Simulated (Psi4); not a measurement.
# One shape, several levels: InNH2Cl (SMILES [NH2][In][Cl])

Aim: a comparison of 3 runs (UB3LYP/def2-SVP, UBHLYP/def2-SVP, UPBE0/def2-SVP) of InNH2Cl. 

Program for the calculation: Psi4 1.11.

## 1. Starting point

InNH2Cl: 5 atoms, total charge 0, spin state doublet. SMILES: `[NH2][In][Cl]`. The In2–Cl3 distance was set to 3.553 Å, away from the relaxed value. At this shape the atoms don't form one bonded unit as the SMILES string has it.

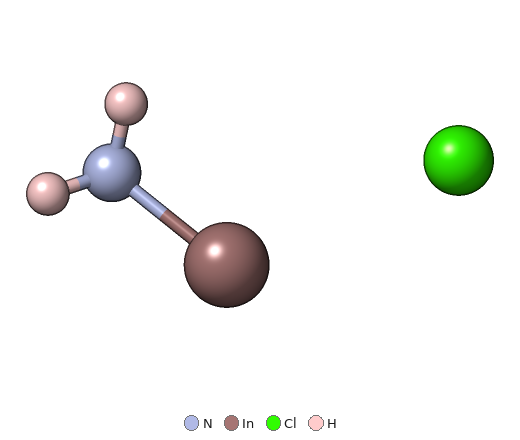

Viewed from a chosen angle; nitrogen light blue, indium brown, chlorine green, hydrogen pink.

## 2. A single-point energy at UB3LYP/def2-SVP (core potential) (run 1)

Input file calc.in:

```
memory 2.2 GB

molecule {
  0 2
  N     -1.044142     1.305446    -1.079895
  In    -1.313142    -0.720954    -0.739295
  Cl     1.391500    -2.211500     1.018700
  H     -1.901242     1.780646    -1.342695
  H     -0.689242     1.760046    -0.242195
  symmetry c1
  no_reorient
  no_com
}

set basis def2-SVP
set reference uks
set puream true
set e_convergence 1e-09
set d_convergence 1e-08
set scf_type pk
set dft_radial_points 99
set dft_spherical_points 590
set maxiter 100

e = energy('b3lyp')
```

Command:

```console
$ psi4 calc.in calc.out -n 1
```

calc.out:

```text
[...]
    !!!  WARNING: ECP capability is in beta. Please check occupations closely.  !!!
[...]
  Running in c1 symmetry.
[...]
  Nuclear repulsion =  123.518662029254287
[...]
  Multiplicity = 2
[...]
  Nalpha       = 24
  Nbeta        = 23
[...]
    Number of basis functions: 68
[...]
   @UKS iter   1:  -705.77489217364450   -9.24106e-01   1.26588e-02 ADIIS/DIIS
[...]
   @UKS iter  21:  -706.15654338423894   -9.09495e-13   5.01756e-09 DIIS
[...]
   @S^2 Observed:                7.637039468E-01
[...]
    Orbital Energies [Eh]
    ---------------------
    Alpha Occupied:
       1A   -101.442849     2A    -14.334291     3A     -9.393813
       4A     -7.167217     5A     -7.152781     6A     -7.152441
       7A     -4.693861     8A     -3.098777     9A     -3.097600
      10A     -3.090396    11A     -0.854961    12A     -0.785959
      13A     -0.785941    14A     -0.780917    15A     -0.779593
      16A     -0.768612    17A     -0.735298    18A     -0.489048
      19A     -0.425826    20A     -0.309637    21A     -0.295580
      22A     -0.261516    23A     -0.259193    24A     -0.254275
    Alpha Virtual:
      25A     -0.075868    26A     -0.068032    27A     -0.004253
[...]
  @UKS Final Energy:  -706.15654338423894
   => Energetics <=
    Nuclear Repulsion Energy =            123.5186620292542869
    One-Electron Energy =               -1292.7557552794842195
    Two-Electron Energy =                 505.6468256994875787
    DFT Exchange-Correlation Energy =     -42.5662758334967037
    Empirical Dispersion Energy =           0.0000000000000000
    VV10 Nonlocal Energy =                  0.0000000000000000
    Total Energy =                       -706.1565433842389439
[...]
 Multipole Moments:
 ------------------------------------------------------------------------------------
     Multipole            Electronic (a.u.)      Nuclear  (a.u.)        Total (a.u.)
 ------------------------------------------------------------------------------------
 L = 1.  Multiply by 2.5417464519 to convert [e a0] to [Debye]
 Dipole X            :         24.2884539          -26.1159395           -1.8274855
 Dipole Y            :         76.8677242          -75.6962303            1.1714939
 Dipole Z            :         13.1853236          -13.8922271           -0.7069035
 Magnitude           :                                                    2.2829398
[...]
```

Wall time 35 s (1 thread of Intel Xeon at 2.50GHz (Skylake/Cascade Lake), shared host); peak memory 0.67 GiB.

## 3. Energy and forces at UBHLYP/def2-SVP (core potential) (run 2)

Input file job.dat:

```
memory 2200 MB

molecule mol {
  0 2
  N     -1.044142     1.305446    -1.079895
  In    -1.313142    -0.720954    -0.739295
  Cl     1.391500    -2.211500     1.018700
  H     -1.901242     1.780646    -1.342695
  H     -0.689242     1.760046    -0.242195
  symmetry c1
}

set {
  basis                def2-SVP
  reference            uks
  puream               true
  e_convergence        1e-09
  d_convergence        1e-08
  scf_type             pk
  dft_radial_points    99
  dft_spherical_points 590
  maxiter              100
}

gradient('bhhlyp')
```

Command:

```console
$ psi4 -i job.dat -o job.out -n 1
```

job.out, cut to the lines that bear on the results:

```text
[...]
    !!!  WARNING: ECP capability is in beta. Please check occupations closely.  !!!
[...]
  Running in c1 symmetry.
[...]
  Nuclear repulsion =  123.518662029254287
[...]
  Multiplicity = 2
[...]
  Nalpha       = 24
  Nbeta        = 23
[...]
    Number of basis functions: 68
[...]
   @UKS iter   1:  -705.60279509412965   -1.20557e+00   1.11986e-02 DIIS/ADIIS
[...]
   @UKS iter  26:  -705.95139566594219   -1.63709e-11   7.56400e-09 DIIS
[...]
   @S^2 Observed:                7.857617562E-01
[...]
  @UKS Final Energy:  -705.95139566594219
   => Energetics <=
    Nuclear Repulsion Energy =            123.5186620292542869
    One-Electron Energy =               -1292.7570595941883766
    Two-Electron Energy =                 490.4770176432394919
    DFT Exchange-Correlation Energy =     -27.1900157442476242
    Empirical Dispersion Energy =           0.0000000000000000
    VV10 Nonlocal Energy =                  0.0000000000000000
    Total Energy =                       -705.9513956659421865
[...]
 Multipole Moments:
 ------------------------------------------------------------------------------------
     Multipole            Electronic (a.u.)      Nuclear  (a.u.)        Total (a.u.)
 ------------------------------------------------------------------------------------
 L = 1.  Multiply by 2.5417464519 to convert [e a0] to [Debye]
 Dipole X            :        -39.4923675           37.8409884           -1.6513791
 Dipole Y            :          2.5096316           -1.6377902            0.8718413
 Dipole Z            :        -21.9804138           21.4673951           -0.5130187
 Magnitude           :                                                    1.9365816
[...]
  -Total Gradient:
     Atom            X                  Y                   Z
    ------   -----------------  -----------------  -----------------
       1        0.003444576682    -0.001650768415    -0.003640041529
       2       -0.015000764504     0.014746462379    -0.009167311205
       3        0.013698153107    -0.006942320615     0.008873338081
       4       -0.002156706570    -0.003538706038     0.001043446998
       5        0.000017671557    -0.002617929679     0.002895937015
[...]
```

Wall time 49 s (1 thread of Intel Xeon at 2.50GHz (Skylake/Cascade Lake), shared host); peak memory 0.67 GiB.

## 4. A single-point energy at UPBE0/def2-SVP (core potential) (run 3)

Input file input.dat:

```
memory 2200 MB

molecule system {
  0 2
  N     -1.044142     1.305446    -1.079895
  In    -1.313142    -0.720954    -0.739295
  Cl     1.391500    -2.211500     1.018700
  H     -1.901242     1.780646    -1.342695
  H     -0.689242     1.760046    -0.242195
  symmetry c1
}

set {
  basis                def2-SVP
  reference            uks
  puream               true
  e_convergence        1e-09
  d_convergence        1e-08
  scf_type             pk
  dft_radial_points    99
  dft_spherical_points 590
  maxiter              100
}

e_tot, wfn = energy("pbe0", return_wfn=True)
oeprop(wfn, "DIPOLE", "WIBERG_LOWDIN_INDICES", "MAYER_INDICES", title="PBE0")
```

Command:

```console
$ psi4 -n 1 input.dat output.dat
```

output.dat:

```text
[...]
    !!!  WARNING: ECP capability is in beta. Please check occupations closely.  !!!
[...]
  Running in c1 symmetry.
[...]
  Nuclear repulsion =  123.518662029254287
[...]
  Multiplicity = 2
[...]
  Nalpha       = 24
  Nbeta        = 23
[...]
    Number of basis functions: 68
[...]
   @UKS iter   1:  -705.47294789420346   -1.01151e+00   1.22540e-02 ADIIS/DIIS
[...]
   @UKS iter  23:  -705.85113220930771   -1.81899e-12   5.76664e-09 DIIS
[...]
   @S^2 Observed:                7.697926467E-01
[...]
    Orbital Energies [Eh]
    ---------------------
    Alpha Occupied:
       1A   -101.617609     2A    -14.398484     3A     -9.465755
       4A     -7.211864     5A     -7.197035     6A     -7.196796
       7A     -4.740496     8A     -3.137794     9A     -3.136674
      10A     -3.128934    11A     -0.877489    12A     -0.808201
      13A     -0.808178    14A     -0.802744    15A     -0.801515
      16A     -0.789945    17A     -0.755877    18A     -0.500652
      19A     -0.437435    20A     -0.321245    21A     -0.307333
      22A     -0.272377    23A     -0.270972    24A     -0.263691
    Alpha Virtual:
      25A     -0.069580    26A     -0.061861    27A      0.004446
[...]
  @UKS Final Energy:  -705.85113220930771
   => Energetics <=
    Nuclear Repulsion Energy =            123.5186620292542869
    One-Electron Energy =               -1292.6966352119491148
    Two-Electron Energy =                 503.0569490481362891
    DFT Exchange-Correlation Energy =     -39.7301080747491682
    Empirical Dispersion Energy =           0.0000000000000000
    VV10 Nonlocal Energy =                  0.0000000000000000
    Total Energy =                       -705.8511322093077069
[...]
 Multipole Moments:
 ------------------------------------------------------------------------------------
     Multipole            Electronic (a.u.)      Nuclear  (a.u.)        Total (a.u.)
 ------------------------------------------------------------------------------------
 L = 1.  Multiply by 2.5417464519 to convert [e a0] to [Debye]
 Dipole X            :        -39.7626321           37.8409884           -1.9216437
 Dipole Y            :          2.8195011           -1.6377902            1.1817109
 Dipole Z            :        -22.2157309           21.4673951           -0.7483358
 Magnitude           :                                                    2.3767965
[...]
```

It took 40 s on 1 thread of Intel Xeon at 2.50GHz (Skylake/Cascade Lake), shared host; peak memory 0.67 GiB.

## 5. Overview of the runs

| run | level | task | energy (Eh) | dipole moment (D) | HOMO energy (eV) | LUMO energy (eV) | wall time |
| --- | --- | --- | --- | --- | --- | --- | --- |
| 1 | UB3LYP/def2-SVP (core potential) | energy | -706.156543 | 5.80 | -6.50 | -4.93 | 35 s |
| 2 | UBHLYP/def2-SVP (core potential) | gradient | -705.951396 | 4.92 | -7.23 | -4.00 | 49 s |
| 3 | UPBE0/def2-SVP (core potential) | energy | -705.851132 | 6.04 | -6.68 | -4.76 | 40 s |

## 6. Outcome

| quantity | value |
| --- | --- |
| run 3: total energy | -705.85113 Eh |
| run 3: dipole moment | 6.04 D |
| run 3: HOMO energy (highest over α and β) | -6.68 eV |
| run 3: LUMO energy (lowest over α and β) | -4.76 eV |
| run 3: ⟨S²⟩ | 0.770 |

In words: The dipole moment (its size) runs from 4.92 D (UBHLYP/def2-SVP) to 6.04 D (UPBE0/def2-SVP). Totals of different functionals can't be ranked against each other. All runs together took 2.1 min, the longest 49 s.
